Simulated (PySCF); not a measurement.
**CH₁₀Ge₂N₂: excited-state calculation**

System: CH₁₀Ge₂N₂, SMILES CN[N]([GeH3])[GeH3].
Method: TDDFT CAM-B3LYP/def2-SVPD, vertical, gas phase, core orbitals frozen in the response (PySCF 2.14.0).

The geometry comes from this level: PBE0-D3(BJ)/def2-SVP.

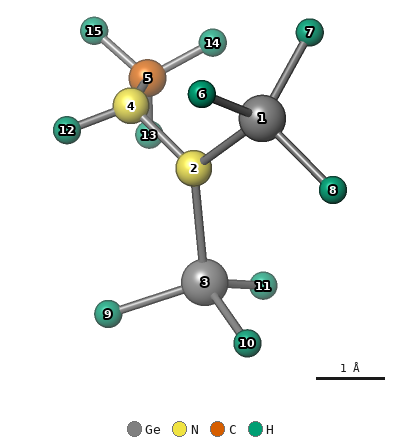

*The structure as given in the input (ball-and-stick view, seen at an oblique angle; atoms are numbered from 1 in the order of the input). Sticks mark near contacts.*

Bond lengths as drawn: C–H 1.10 to 1.11 Å, C–N 1.44 Å, Ge–H 1.54 to 1.55 Å, Ge–N 1.84 to 1.85 Å, H–N 1.02 Å and N–N 1.41 Å.

## Input
```
{"job": {"kind": "uv", "xc": "CAM-B3LYP", "basis": "def2-SVPD", "nstates": 6, "ntriplets": 2, "ip": true}, "charge": 0, "multiplicity": 1}
Ge    -0.916849     1.887270    -0.274243
N     -0.326565     0.143445    -0.301114
Ge    -1.290215    -1.380013     0.114486
N      1.041289     0.073662    -0.616886
C      1.879318    -0.396117     0.459857
H     -0.799321     2.508377    -1.680249
H     -0.070580     2.711111     0.717300
H     -2.390401     1.855045     0.180118
H     -0.779230    -2.497664    -0.820842
H     -2.771365    -1.064209    -0.150361
H     -1.127274    -1.850921     1.578499
H      1.177513    -0.488938    -1.456470
H      1.601534    -1.398870     0.849660
H      1.831983     0.312297     1.301524
H      2.922229    -0.442366     0.110792
```

The first line tells a small driver script what to run in PySCF; the rest is the geometry in Å.

Run on 1 CPU thread, shared host.

Launch command:
```bash
OMP_NUM_THREADS=1 python <driver script> task.json out
```

## Log
```
coarse grid: 54976 points
cycle   1  E = -4307.0713010584  dE = -9.985e-01  |g| = 6.131e-01  |ddm| = 4.731e+00
cycle   2  E = -4307.0679220710  dE =  3.379e-03  |g| = 6.545e-01  |ddm| = 1.547e+00
cycle   3  E = -4307.1209954874  dE = -5.307e-02  |g| = 8.129e-02  |ddm| = 7.852e-01
cycle   4  E = -4307.1222169734  dE = -1.221e-03  |g| = 3.629e-02  |ddm| = 1.249e-01
cycle   5  E = -4307.1224861133  dE = -2.691e-04  |g| = 4.712e-03  |ddm| = 5.090e-02
cycle   6  E = -4307.1224914542  dE = -5.341e-06  |g| = 1.770e-03  |ddm| = 1.639e-02
final grid: 112992 points
cycle   7  E = -4307.1224177207  dE =  4.260e-08  |g| = 2.033e-03  |ddm| = 6.973e-03
cycle   8  E = -4307.1224173342  dE =  3.864e-07  |g| = 2.476e-03  |ddm| = 5.390e-03
cycle   9  E = -4307.1224185657  dE = -1.231e-06  |g| = 6.835e-05  |ddm| = 3.311e-03
cycle  10  E = -4307.1224185672  dE = -1.477e-09  |g| = 1.608e-05  |ddm| = 1.821e-04
cycle  11  E = -4307.1224185674  dE = -2.565e-10  |g| = 1.007e-05  |ddm| = 1.721e-04
```

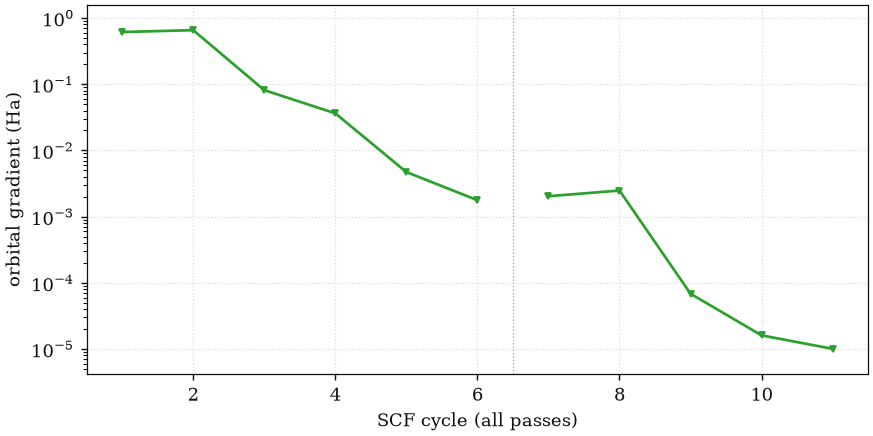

*Convergence of the self-consistent field: orbital gradient against the SCF cycle. The dotted line marks the change from a coarse to the final integration grid.*

The first 6 cycles use a coarse grid, the final grid takes over at cycle 7, and the field converges after 11 cycles in all.

```
converged SCF energy = -4307.1224185674

Static polarisability (au): isotropic 92.967, principal 81.322 96.843 100.736

Singlet excitations
state   eV       nm        f      main configurations
  1   5.7923    214.1   0.00248   H-1->L+1 0.47, H->L+1 0.21, H->L 0.14
  2   5.8461    212.1   0.00406   H->L 0.33, H-1->L+1 0.27, H->L+1 0.21
  3   6.1833    200.5   0.05041   H-1->L 0.68, H-1->L+1 0.12, H->L 0.08
  4   6.2904    197.1   0.09580   H->L+1 0.42, H->L 0.34, H-1->L 0.09
  5   6.6654    186.0   0.00391   H-1->L+2 0.32, H-1->L+3 0.24, H->L+3 0.18
  6   6.7571    183.5   0.00567   H->L+3 0.37, H->L+2 0.21, H-1->L+3 0.13

Triplet excitations (Tamm-Dancoff, eV): 5.4019 5.6116
```

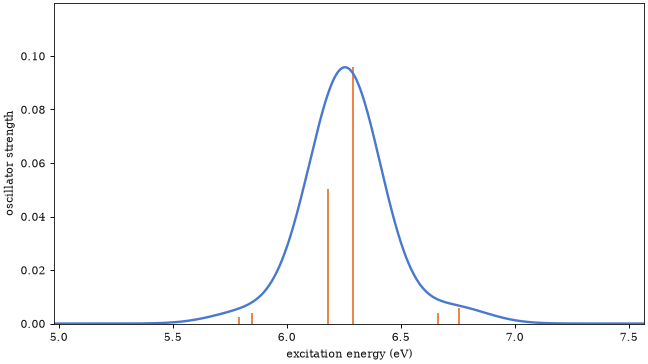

*Computed excitations as sticks (degenerate states added up, dark ones marked on the axis), with a Gaussian envelope of 0.35 eV full width at half maximum, scaled to the tallest.*

Of the 6 states the lowest lies at 5.79 eV (f = 0.002); the strongest line is at 6.29 eV, or 197 nm (f = 0.096).

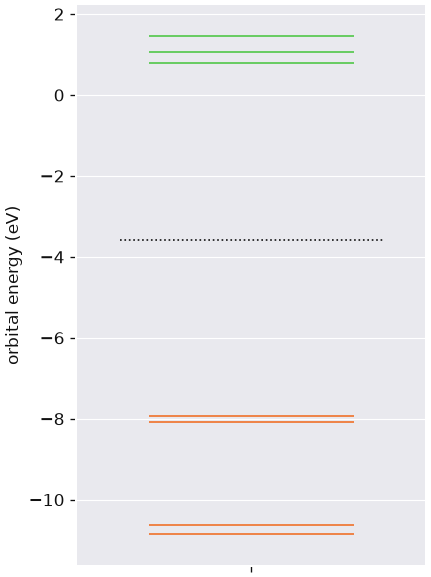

*Orbital energies near the frontier; the dotted line parts filled from empty levels, and levels within 0.02 eV of each other stand side by side.*

Highest filled −7.93 eV, lowest empty 0.79 eV, 8.72 eV apart.

## Summary

| quantity | value |
| --- | --- |
| outcome | converged |
| total energy | −4307.122419 hartree |
| HOMO | −7.93 eV |
| LUMO | 0.79 eV |
| dipole moment | 1.04 D |
| mean polarisability | 92.97 a.u. |
| lowest singlet excitation | 5.79 eV |
| wall time | 4.5 min |
| peak memory | 1.2 GiB |

Spin–orbit coupling is left out, which matters for the heavy atoms. Checks after the run noted: ip_vertical: SCF of the ion did not converge.
